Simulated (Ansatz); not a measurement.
# CH4BrFOSi: rotation by 120° about the C2–Si4 bond, part 2 of 2

How high is the barrier for the rotation by 120° about the C2–Si4 bond? Relax the two ends, then run a nudged elastic band between them. SMILES of the start: OC(Br)[SiH2]F.

Ansatz 0.2.0; RKS PBE-D4/def2-SVP. The steps go on from the part before.

## 7. Frequencies at the highest image

The geometry is the highest inner image of the first converged band.

Input file input.yaml:

```yaml
crystal:
  periodic: [false, false, false]
  atoms:
    - { symbol: O, position_ang: [0.607145, 1.554975, -0.146716] }
    - { symbol: C, position_ang: [0.418734, 0.242705, -0.51644] }
    - { symbol: Br, position_ang: [-0.580538, 0.069847, -2.291445] }
    - { symbol: Si, position_ang: [-0.598558, -0.675259, 0.831376] }
    - { symbol: F, position_ang: [0.329499, -1.935471, 1.329345] }
    - { symbol: H, position_ang: [1.239964, 1.972433, -0.764168] }
    - { symbol: H, position_ang: [1.357166, -0.30685, -0.74994] }
    - { symbol: H, position_ang: [-1.883252, -1.225208, 0.302446] }
    - { symbol: H, position_ang: [-0.801658, 0.256629, 1.988542] }
basis:
  gaussian: { orbitals: def2-SVP }
hamiltonian:
  xc: pbe
  dispersion: d4
phonons: {}
```

On the command line:

```
ansatz run input.yaml --threads 2 --pin off --max-ram 3072MiB --backend cpu --events-out ev --progress --plain --runs-dir out
```

The log of the run, cut to the lines that bear on the results:

```text
Warning: RAYON_NUM_THREADS=2 ignored (pool sized by the plan → 2); use --threads N
[...]
Functional definition: PBE
[...]
1222 factors; their error is unknown
[...]
mean field -83754.87245127 eV, -3077.9347914928 hartree, gradient 2.5e-5 eV, S^2 0.000000; 0 other end points of the search recorded, 0 dependent functions left out
[...]
reference -83754.87248463 eV, -3077.9347927186 hartree; 38, 38 occupied and 74, 74 virtual orbitals, 1222 factors
[...]
1222 factors; their error is unknown
[...]
WARN: phonons: modes at or below zero, which the zero-point energy, F, S and C_V leave out: 1, the lowest at -70.20 cm⁻¹. A minimum has none, and a first-order saddle one
[...]
Atom 5 at     1.239964     1.972433    -0.764168 Å, force     0.010386     0.002260    -0.012941 eV/Å
Atom 6 at     1.357166    -0.306850    -0.749940 Å, force     0.002351    -0.002195     0.002071 eV/Å
Atom 7 at    -1.883252    -1.225208     0.302446 Å, force    -0.002791    -0.001314    -0.003733 eV/Å
Atom 8 at    -0.801658     0.256629     1.988542 Å, force    -0.002577     0.002514     0.001409 eV/Å
Dipole moment:     0.259969     0.251388     0.029041 e Å
Vibrations: -70.20 151.63 182.67 264.71 305.67 439.64 533.39 603.37 691.77 698.15 832.33 877.20 927.61 1049.06 1134.37 1194.44 1353.20 2191.61 2224.41 2980.92 3655.85 cm⁻¹, zero-point energy 1.381927 eV
```

It took 49 s on 2 threads of Intel Xeon Platinum 8488C (Sapphire Rapids), shared host; peak memory 0.18 GiB.

Of 21 modes, 1 is imaginary by more than 30 cm⁻¹ (70i cm⁻¹).

## 8. The band again, with other settings

crystal.atoms is end A as relaxed above, and neb.final_atoms is end B, turned to lie on A. With 5 inner images the band has 7 in all. The start path is listed, through a guess of the saddle.

Input file input.yaml:

```yaml
crystal:
  periodic: [false, false, false]
  atoms:
    - { symbol: O, position_ang: [0.199053, 1.605957, -0.377102] }
    - { symbol: C, position_ang: [0.496379, 0.263689, -0.440628] }
    - { symbol: Br, position_ang: [0.029838, -0.561086, -2.248637] }
    - { symbol: Si, position_ang: [-0.578453, -0.649784, 0.844503] }
    - { symbol: F, position_ang: [-0.177798, -2.236385, 0.816353] }
    - { symbol: H, position_ang: [0.816099, 2.103441, -0.949669] }
    - { symbol: H, position_ang: [1.5802, 0.026361, -0.367222] }
    - { symbol: H, position_ang: [-2.021222, -0.476425, 0.492626] }
    - { symbol: H, position_ang: [-0.255595, -0.121969, 2.212776] }
basis:
  gaussian: { orbitals: def2-SVP }
hamiltonian:
  xc: pbe
  dispersion: d4
neb:
  order_check: false
  images: 5
  f_tol: 0.03
  max_iterations: 60
  max_displacement: 0.02
  optimiser: lbfgs
  final_atoms:
    - { symbol: O, position_ang: [0.99368662, 1.36958996, -0.01806952] }
    - { symbol: C, position_ang: [0.42210519, 0.23776878, -0.52731532] }
    - { symbol: Br, position_ang: [-1.11066547, 0.63945077, -1.86390409] }
    - { symbol: Si, position_ang: [-0.57372767, -0.72565478, 0.77847559] }
    - { symbol: F, position_ang: [0.44501894, -1.23225848, 1.96447127] }
    - { symbol: H, position_ang: [1.56211123, 1.78371604, -0.69742552] }
    - { symbol: H, position_ang: [1.09190466, -0.37985144, -1.16327891] }
    - { symbol: H, position_ang: [-1.16095816, -1.93693591, 0.12759139] }
    - { symbol: H, position_ang: [-1.58097434, 0.19797405, 1.38245512] }
  initial_path:
    images:
      - { positions_ang: [[0.199053, 1.605957, -0.377102], [0.496379, 0.263689, -0.440628], [0.029838, -0.561086, -2.248637], [-0.578453, -0.649784, 0.844503], [-0.177798, -2.236385, 0.816353], [0.816099, 2.103441, -0.949669], [1.5802, 0.026361, -0.367222], [-2.021222, -0.476425, 0.492626], [-0.255595, -0.121969, 2.212776]] }
      - { positions_ang: [[0.4341263, 1.57004304, -0.31310611], [0.48086427, 0.24637414, -0.43704983], [-0.16360045, -0.28444545, -2.2114566], [-0.55791097, -0.65681712, 0.83730112], [-0.02866234, -2.14661829, 1.00005677], [0.84804849, 2.06905695, -0.98185675], [1.51377461, -0.10866366, -0.45934892], [-1.95372679, -0.71552038, 0.4032278], [-0.48441212, -0.01961023, 2.14523253]] }
      - { positions_ang: [[0.66919961, 1.53412907, -0.24911023], [0.46534953, 0.22905927, -0.43347166], [-0.35703891, -0.0078049, -2.1742762], [-0.53736894, -0.66385023, 0.83009923], [0.12047332, -2.05685158, 1.18376053], [0.87999799, 2.0346729, -1.0140445], [1.44734922, -0.24368833, -0.55147584], [-1.88623158, -0.95461575, 0.3138296], [-0.71322925, 0.08274854, 2.07768907]] }
      - { positions_ang: [[0.90427291, 1.49821511, -0.18511434], [0.4498348, 0.21174441, -0.42989349], [-0.55047736, 0.26883565, -2.1370958], [-0.5168269, -0.67088335, 0.82289735], [0.26960898, -1.96708486, 1.3674643], [0.91194748, 2.00028885, -1.04623226], [1.38092383, -0.37871299, -0.64360276], [-1.81873637, -1.19371113, 0.2244314], [-0.94204637, 0.18510732, 2.0101456]] }
      - { positions_ang: [[0.93407748, 1.45534006, -0.12943273], [0.4405916, 0.2204192, -0.46236743], [-0.73720673, 0.39237402, -2.0460319], [-0.53579382, -0.68914049, 0.80809009], [0.32807896, -1.72214274, 1.56646662], [1.12866873, 1.92809791, -0.92996334], [1.28458411, -0.37909247, -0.81682815], [-1.59947696, -1.44145272, 0.1921514], [-1.15502236, 0.18939623, 1.80091544]] }
      - { positions_ang: [[0.96388205, 1.41246501, -0.07375112], [0.43134839, 0.22909399, -0.49484138], [-0.9239361, 0.5159124, -1.95496799], [-0.55476075, -0.70739763, 0.79328284], [0.38654895, -1.47720061, 1.76546895], [1.34538998, 1.85590698, -0.81369443], [1.18824438, -0.37947195, -0.99005353], [-1.38021756, -1.68919432, 0.15987139], [-1.36799835, 0.19368514, 1.59168528]] }
      - { positions_ang: [[0.99368662, 1.36958996, -0.01806952], [0.42210519, 0.23776878, -0.52731532], [-1.11066547, 0.63945077, -1.86390409], [-0.57372767, -0.72565478, 0.77847559], [0.44501894, -1.23225848, 1.96447127], [1.56211123, 1.78371604, -0.69742552], [1.09190466, -0.37985144, -1.16327891], [-1.16095816, -1.93693591, 0.12759139], [-1.58097434, 0.19797405, 1.38245512]] }
```

On the command line:

```
ansatz run input.yaml --threads 2 --pin off --max-ram 3072MiB --backend cpu --events-out ev --progress --plain --runs-dir out
```

The log of the run:

```text
Warning: RAYON_NUM_THREADS=2 ignored (pool sized by the plan → 2); use --threads N
Engine: ansatz 0.2.0, x86_64-unknown-linux-gnu
Functional definition: PBE
  parameter kappa = 0.804
  parameter beta = 0.06672455060314922
  exchange = pbe_x(kappa = kappa, mu = beta*pi^2/3)
  correlation = pbe_c(beta = beta)
1222 factors; their error is unknown
mean field evaluation 1: about -83748.9830 eV, gradient 5.6e1 eV
mean field evaluation 2: about -83728.8870 eV, gradient 1.1e2 eV
mean field evaluation 4: about -83754.9042 eV, gradient 8.8e0 eV
mean field evaluation 8: about -83755.0629 eV, gradient 3.0e-1 eV
mean field evaluation 16: about -83754.9530 eV, gradient 9.0e-5 eV
mean field -83754.95298116 eV, -3077.9377509115 hartree, gradient 2.3e-5 eV, S^2 0.000000; 0 other end points of the search recorded, 0 dependent functions left out
[... 4 lines left out ...]
mean field -83755.02472672 eV, -3077.9403875120 hartree, gradient 7.4e-5 eV, S^2 0.000000; 0 other end points of the search recorded, 0 dependent functions left out
[... 2 lines left out ...]
NEB end point (image 0): max|allowed force component| = 4.928e-3 eV/Å (the criterion of neb.relax_end_points is 1.000e-2)
NEB end point (image 6): max|allowed force component| = 6.245e-3 eV/Å (the criterion of neb.relax_end_points is 1.000e-2)
[... 1 line left out ...]
mean field -83754.58784691 eV, -3077.9243324754 hartree, gradient 1.5e-5 eV, S^2 0.000000; 0 other end points of the search recorded, 0 dependent functions left out
[... 4 lines left out ...]
mean field -83754.32862135 eV, -3077.9148061117 hartree, gradient 4.8e-5 eV, S^2 0.000000; 0 other end points of the search recorded, 0 dependent functions left out
[... 3 lines left out ...]
mean field -83754.35596007 eV, -3077.9158107911 hartree, gradient 2.1e-5 eV, S^2 0.000000; 0 other end points of the search recorded, 0 dependent functions left out
[... 4 lines left out ...]
mean field -83754.38983237 eV, -3077.9170555751 hartree, gradient 5.3e-5 eV, S^2 0.000000; 0 other end points of the search recorded, 0 dependent functions left out
[... 3 lines left out ...]
mean field -83754.66220039 eV, -3077.9270649153 hartree, gradient 1.9e-5 eV, S^2 0.000000; 0 other end points of the search recorded, 0 dependent functions left out
[... from here on, the SCF cycles and remarks between the steps are left out, and one step in 2 is shown ...]
NEB iter   1: max|band force component| = 3.328e0 eV/Å  barrier→ = 0.6248 eV  barrier← = 0.6949 eV  Δτ_max = 0.0200 Å  (190 SCF iters)
NEB iter   2: max|band force component| = 2.198e0 eV/Å  barrier→ = 0.4800 eV  barrier← = 0.5501 eV  Δτ_max = 0.0200 Å  (146 SCF iters)
NEB iter   4: max|band force component| = 8.744e-1 eV/Å  barrier→ = 0.3338 eV  barrier← = 0.4039 eV  Δτ_max = 0.0200 Å  (146 SCF iters)
NEB iter   6: max|band force component| = 3.777e-1 eV/Å  barrier→ = 0.2762 eV  barrier← = 0.3463 eV  CI = image 3  Δτ_max = 0.0200 Å  (150 SCF iters)
NEB iter   8: max|band force component| = 4.246e-1 eV/Å  barrier→ = 0.2303 eV  barrier← = 0.3005 eV  CI = image 3  Δτ_max = 0.0075 Å  (148 SCF iters)
NEB iter  10: max|band force component| = 3.301e-1 eV/Å  barrier→ = 0.2191 eV  barrier← = 0.2892 eV  CI = image 3  Δτ_max = 0.0068 Å  (144 SCF iters)
NEB iter  12: max|band force component| = 3.729e-1 eV/Å  barrier→ = 0.2078 eV  barrier← = 0.2779 eV  CI = image 3  Δτ_max = 0.0065 Å  (145 SCF iters)
NEB iter  14: max|band force component| = 2.932e-1 eV/Å  barrier→ = 0.1986 eV  barrier← = 0.2687 eV  CI = image 3  Δτ_max = 0.0063 Å  (144 SCF iters)
NEB iter  16: max|band force component| = 3.352e-1 eV/Å  barrier→ = 0.1895 eV  barrier← = 0.2596 eV  CI = image 3  Δτ_max = 0.0059 Å  (145 SCF iters)
NEB iter  18: max|band force component| = 2.735e-1 eV/Å  barrier→ = 0.1816 eV  barrier← = 0.2517 eV  CI = image 3  Δτ_max = 0.0060 Å  (142 SCF iters)
NEB iter  20: max|band force component| = 3.019e-1 eV/Å  barrier→ = 0.1741 eV  barrier← = 0.2442 eV  CI = image 3  Δτ_max = 0.0053 Å  (145 SCF iters)
NEB iter  22: max|band force component| = 2.575e-1 eV/Å  barrier→ = 0.1672 eV  barrier← = 0.2373 eV  CI = image 3  Δτ_max = 0.0056 Å  (144 SCF iters)
NEB iter  24: max|band force component| = 2.724e-1 eV/Å  barrier→ = 0.1610 eV  barrier← = 0.2311 eV  CI = image 3  Δτ_max = 0.0048 Å  (130 SCF iters)
NEB iter  26: max|band force component| = 2.432e-1 eV/Å  barrier→ = 0.1549 eV  barrier← = 0.2250 eV  CI = image 3  Δτ_max = 0.0053 Å  (145 SCF iters)
NEB iter  28: max|band force component| = 2.463e-1 eV/Å  barrier→ = 0.1498 eV  barrier← = 0.2199 eV  CI = image 3  Δτ_max = 0.0043 Å  (123 SCF iters)
NEB iter  30: max|band force component| = 2.300e-1 eV/Å  barrier→ = 0.1444 eV  barrier← = 0.2145 eV  CI = image 3  Δτ_max = 0.0051 Å  (137 SCF iters)
NEB iter  32: max|band force component| = 2.231e-1 eV/Å  barrier→ = 0.1402 eV  barrier← = 0.2103 eV  CI = image 3  Δτ_max = 0.0039 Å  (124 SCF iters)
NEB iter  34: max|band force component| = 2.175e-1 eV/Å  barrier→ = 0.1355 eV  barrier← = 0.2056 eV  CI = image 3  Δτ_max = 0.0048 Å  (137 SCF iters)
NEB iter  36: max|band force component| = 2.024e-1 eV/Å  barrier→ = 0.1320 eV  barrier← = 0.2021 eV  CI = image 3  Δτ_max = 0.0036 Å  (123 SCF iters)
NEB iter  38: max|band force component| = 2.057e-1 eV/Å  barrier→ = 0.1279 eV  barrier← = 0.1980 eV  CI = image 3  Δτ_max = 0.0045 Å  (137 SCF iters)
NEB iter  40: max|band force component| = 1.841e-1 eV/Å  barrier→ = 0.1250 eV  barrier← = 0.1951 eV  CI = image 3  Δτ_max = 0.0032 Å  (115 SCF iters)
NEB iter  42: max|band force component| = 1.943e-1 eV/Å  barrier→ = 0.1214 eV  barrier← = 0.1915 eV  CI = image 3  Δτ_max = 0.0043 Å  (138 SCF iters)
NEB iter  44: max|band force component| = 1.677e-1 eV/Å  barrier→ = 0.1190 eV  barrier← = 0.1891 eV  CI = image 3  Δτ_max = 0.0029 Å  (115 SCF iters)
NEB iter  46: max|band force component| = 1.834e-1 eV/Å  barrier→ = 0.1159 eV  barrier← = 0.1860 eV  CI = image 3  Δτ_max = 0.0041 Å  (123 SCF iters)
NEB iter  48: max|band force component| = 1.530e-1 eV/Å  barrier→ = 0.1139 eV  barrier← = 0.1840 eV  CI = image 3  Δτ_max = 0.0027 Å  (112 SCF iters)
NEB iter  50: max|band force component| = 1.730e-1 eV/Å  barrier→ = 0.1112 eV  barrier← = 0.1813 eV  CI = image 3  Δτ_max = 0.0038 Å  (123 SCF iters)
NEB iter  52: max|band force component| = 1.398e-1 eV/Å  barrier→ = 0.1095 eV  barrier← = 0.1796 eV  CI = image 3  Δτ_max = 0.0024 Å  (110 SCF iters)
NEB iter  54: max|band force component| = 1.630e-1 eV/Å  barrier→ = 0.1072 eV  barrier← = 0.1773 eV  CI = image 3  Δτ_max = 0.0036 Å  (121 SCF iters)
NEB iter  56: max|band force component| = 1.279e-1 eV/Å  barrier→ = 0.1058 eV  barrier← = 0.1759 eV  CI = image 3  Δτ_max = 0.0022 Å  (109 SCF iters)
NEB iter  58: max|band force component| = 1.534e-1 eV/Å  barrier→ = 0.1038 eV  barrier← = 0.1739 eV  CI = image 3  Δτ_max = 0.0034 Å  (122 SCF iters)
NEB iter  60: max|band force component| = 1.172e-1 eV/Å  barrier→ = 0.1026 eV  barrier← = 0.1727 eV  CI = image 3  Δτ_max = 0.0020 Å  (108 SCF iters)
[...]
this run last wrote the band of iteration 60 to <dir>
Error: NEB band did not converge after 60 iterations: max|band force component| = 1.17e-1 eV/Å (threshold 3.0e-2); raise `neb.max_iterations` in a new run, which can start from the last band evaluated (`neb.initial_path`, with `crystal.atoms` and `neb.final_atoms` set to its first and last images), add images, or start from endpoints closer to local minima. Where this run's directory can be resumed (`checkpoint.write`), a resume goes on for up to `neb.max_iterations` more; to start a new run from the last band, take its images' positions from the `neb_iteration` event of iteration 60 (`data.images[].positions_ang`), in the event stream of the run that computed that iteration (not this run's, if it was resumed behind it). With `checkpoint.write`, `steps/00-neb/state/checkpoint.json` in the run directory holds the last saved band, under `neb.evaluated.images[].positions_ang` (a band under a hybrid functional on support functions is neither saved nor resumed: `neb.initial_path` says where its path is): check the last entry of `neb.iterations` there, which is earlier than 60 if that iteration was not saved or its write failed. If the band's step has no `state` directory and holds `state.next`, a write was cut short, and the file is under `state.next` instead (behind a loss of power it can be under `state.prev`)
this run wrote the band of iteration 60 to <dir> as well, whether or not its events were kept: a new run's `neb.initial_path` can list its `images[].positions_ang`
a run's events are kept only if it was started with --events-out <file>, and are in that file
```

Wall time 6.2 min (2 threads of Intel Xeon Platinum 8488C (Sapphire Rapids), shared host); peak memory 0.19 GiB.

## 9. The band, image by image

The run ended unconverged after 60 band iterations. The table shows its last band, which is no minimum-energy path. Images 0 and 6 are the ends. Energies count from image 0; the path length is the program's own measure over all atoms.

| image | path (Å) | energy (eV) | dihedral Br3–C2–Si4–F5 (°) | band force (eV/Å) |
| --- | --- | --- | --- | --- |
| 0 | 0.000 | 0.0000 | 61 | - |
| 1 | 0.636 | 0.0263 | 81 | 0.117 |
| 2 | 1.270 | 0.0777 | 100 | 0.111 |
| 3* | 1.901 | 0.1026 | 119 | 0.100 |
| 4 | 2.566 | 0.0559 | 139 | 0.081 |
| 5 | 3.233 | -0.0243 | 159 | 0.072 |
| 6 | 3.901 | -0.0701 | 178 | - |

The star marks the climbing image.

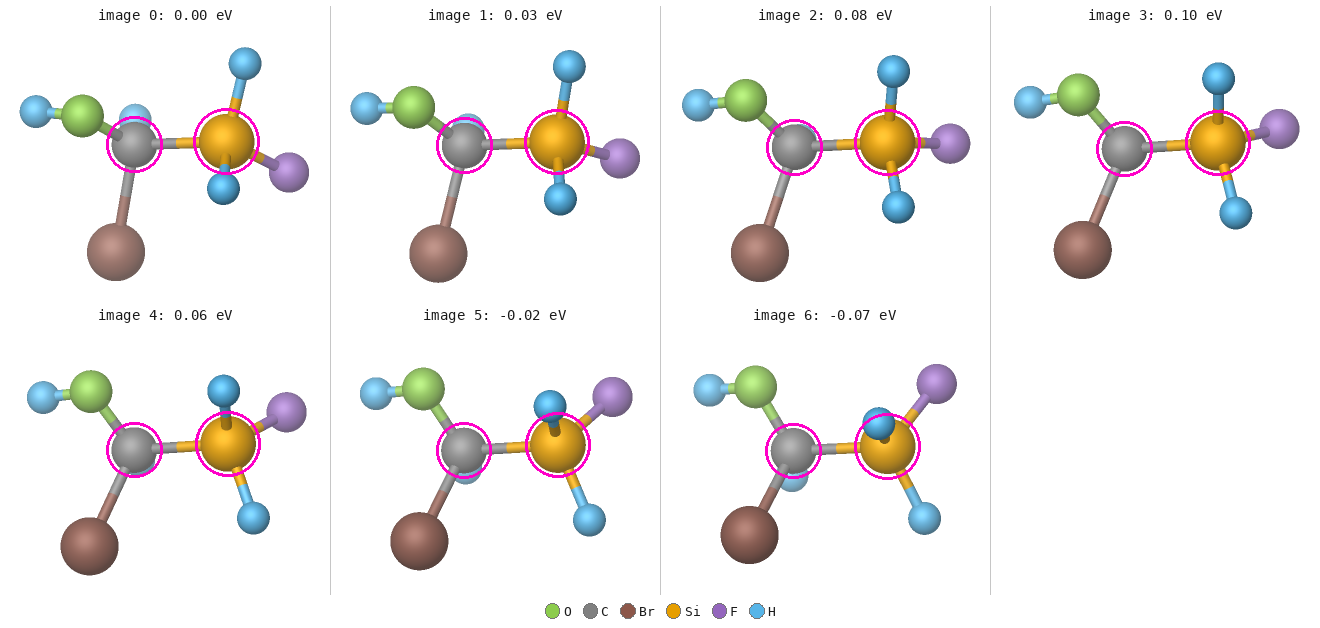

Snapshots along the band, viewed from a chosen angle. Ringed: C2, Si4. Sticks join atoms closer than a bonding distance in each image.

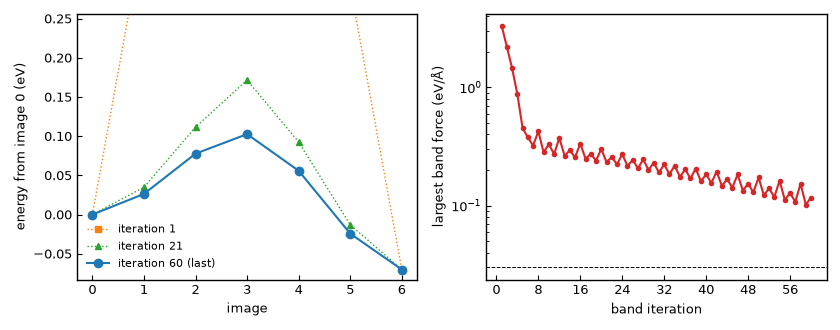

Left: energy of each image for early iterations and the last one (lines only join the points; early values far above the last band run off the scale). Right: the largest band force by iteration, with the threshold dashed.

## 10. Summary of results

What follows sums up all 2 parts.

```
                                quantity                                         value
                                   end A                       8 moves, 0.510 eV lower
                                   end B                       7 moves, 0.530 eV lower
            first band: barrier forwards                                      0.085 eV
           first band: barrier backwards                                      0.155 eV
first band: second end relative to first                                     -0.070 eV
               first band: highest image                         3 of 0 to 6, climbing
             first band: band iterations                                             7
              imaginary modes at the top                                      70i cm⁻¹
                             second band  not converged, 60 iterations, 5 inner images
             time, first and second band                              56 s and 6.2 min
```

**Reading.** In the first band: the barrier from the first end is 0.085 eV, 3 times kT at 300 K. The second end lies 0.070 eV below the first, so the way back costs 0.16 eV. The listed dihedral goes from 61° at end A through 115° at the highest image to 178° at end B. One imaginary mode, as a first-order saddle point has. As for the second band: the largest step an iteration is set far from the usual value. Zero-point energy and entropy are left out.
